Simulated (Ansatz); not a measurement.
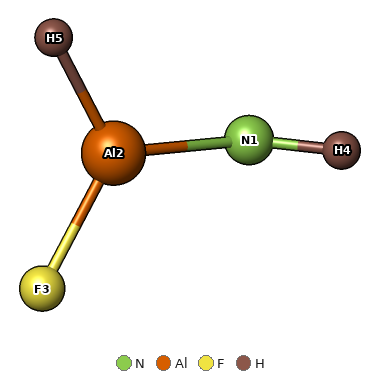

The system is AlFH2N, SMILES [NH][AlH][F], spin multiplicity 2; the picture shows the reference structure. Coordinates scanned: (1) bond length N1–Al2; (2) dihedral H4–N1–Al2–F3. Nothing is relaxed (all other coordinates rigid). The scan uses a 15 × 15 grid. Points are written as (first, second). Energies: kcal/mol, counted from the relaxed molecule at the same level. All numbers below come from UHF-MP2, frozen core/def2-TZVP (Ansatz 0.2.0).

Its coordinates:

```xyz
5

N    -1.2201    0.2191   -0.1318
Al    0.5090   -0.0714    0.2067
F     1.0573   -1.6311    0.1961
H    -1.8031    0.4031   -0.9373
H     1.4569    1.0803    0.6663
```

Range: bond length N1–Al2 from 1.571 to 2.232 Å; dihedral H4–N1–Al2–F3 from −180 to 156°.

Q: What landscape does the calculation give?

A: The lowest grid point is at (1.807 Å, −84°), 0.14 kcal/mol from the relaxed molecule at the same level. There is a further well near (1.807 Å, 84°) (0.9 kcal/mol above the lowest at that grid point). The highest grid point, (2.232 Å, −180°), lies 32.4 kcal/mol above the lowest. On the interpolated surface the easiest way out of the lowest well to the well at about (1.79 Å, 85°) passes a barrier of about 4 kcal/mol, counted from the interpolated bottom of the well. Round the minimum the two coordinates are nearly uncoupled.

| dihedral H4–N1–Al2–F3 ↓, bond length N1–Al2 → | 1.571 | 1.619 | 1.666 | 1.713 | 1.760 | 1.807 | 1.855 | 1.902 | 1.949 | 1.996 | 2.043 | 2.091 | 2.138 | 2.185 | 2.232 |
| --- | --- | --- | --- | --- | --- | --- | --- | --- | --- | --- | --- | --- | --- | --- | --- |
| 156 | 19.6 | 12.3 | 7.6 | 4.9 | 3.7 | 3.9 | 5.0 | 7.0 | 9.6 | 12.6 | 16.1 | 19.9 | 23.9 | 28.1 | 32.4 |
| 132 | 19.0 | 11.3 | 6.3 | 3.4 | 2.1 | 2.2 | 3.3 | 5.3 | 8.0 | 11.1 | 14.7 | 18.6 | 22.7 | 27.0 | 31.4 |
| 108 | 18.7 | 10.8 | 5.7 | 2.6 | 1.3 | 1.3 | 2.4 | 4.4 | 7.0 | 10.2 | 13.8 | 17.7 | 21.9 | 26.2 | 30.7 |
| 84 | 18.8 | 10.7 | 5.5 | 2.4 | 1.0 | 1.0 | 2.1 | 4.0 | 6.7 | 9.8 | 13.4 | 17.4 | 21.5 | 25.8 | 30.3 |
| 60 | 19.0 | 11.0 | 5.8 | 2.7 | 1.3 | 1.3 | 2.4 | 4.3 | 6.9 | 10.1 | 13.6 | 17.6 | 21.7 | 26.0 | 30.4 |
| 36 | 19.7 | 11.8 | 6.7 | 3.6 | 2.3 | 2.2 | 3.3 | 5.2 | 7.8 | 10.9 | 14.4 | 18.2 | 22.3 | 26.5 | 30.9 |
| 12 | 20.7 | 13.2 | 8.3 | 5.4 | 4.0 | 3.9 | 4.8 | 6.5 | 9.0 | 11.9 | 15.3 | 19.1 | 23.0 | 27.1 | 31.4 |
| −12 | 20.6 | 13.1 | 8.2 | 5.3 | 3.9 | 3.7 | 4.6 | 6.4 | 8.8 | 11.7 | 15.1 | 18.9 | 22.8 | 26.9 | 31.2 |
| −36 | 19.3 | 11.5 | 6.3 | 3.3 | 1.9 | 1.8 | 2.8 | 4.7 | 7.2 | 10.3 | 13.8 | 17.7 | 21.7 | 25.9 | 30.4 |
| −60 | 18.5 | 10.5 | 5.2 | 2.1 | 0.7 | 0.6 | 1.7 | 3.6 | 6.1 | 9.2 | 12.8 | 16.7 | 20.8 | 25.1 | 29.6 |
| −84 | 18.1 | 10.1 | 4.8 | 1.7 | 0.2 | 0.1 | 1.2 | 3.1 | 5.7 | 8.8 | 12.4 | 16.3 | 20.4 | 24.8 | 29.3 |
| −108 | 18.0 | 10.0 | 4.8 | 1.7 | 0.3 | 0.3 | 1.4 | 3.3 | 5.9 | 9.0 | 12.6 | 16.6 | 20.7 | 25.0 | 29.6 |
| −132 | 18.3 | 10.4 | 5.4 | 2.4 | 1.0 | 1.0 | 2.2 | 4.1 | 6.7 | 9.9 | 13.5 | 17.4 | 21.5 | 25.8 | 30.3 |
| −156 | 18.9 | 11.4 | 6.6 | 3.7 | 2.5 | 2.6 | 3.8 | 5.7 | 8.3 | 11.4 | 15.0 | 18.8 | 22.9 | 27.1 | 31.5 |
| −180 | 19.7 | 12.6 | 8.1 | 5.6 | 4.8 | 5.1 | 6.1 | 7.9 | 10.3 | 13.2 | 16.5 | 20.3 | 24.2 | 28.3 | 32.6 |

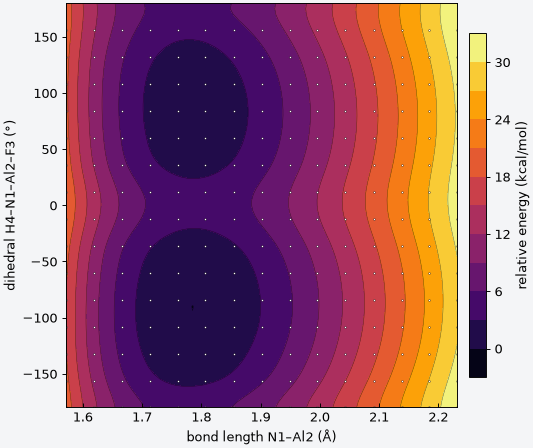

The picture shows filled contours, dots at the grid points. Between grid points the surface is interpolated.

Each point was launched as `ansatz run input.yaml --threads 1 --pin off --max-ram 2560MiB --backend cpu --events-out ev --progress --plain --runs-dir out`. The whole map (225 points run) took 10 min on 1 thread of AMD EPYC 9R45 96-Core Processor (Zen 5) (shared host).
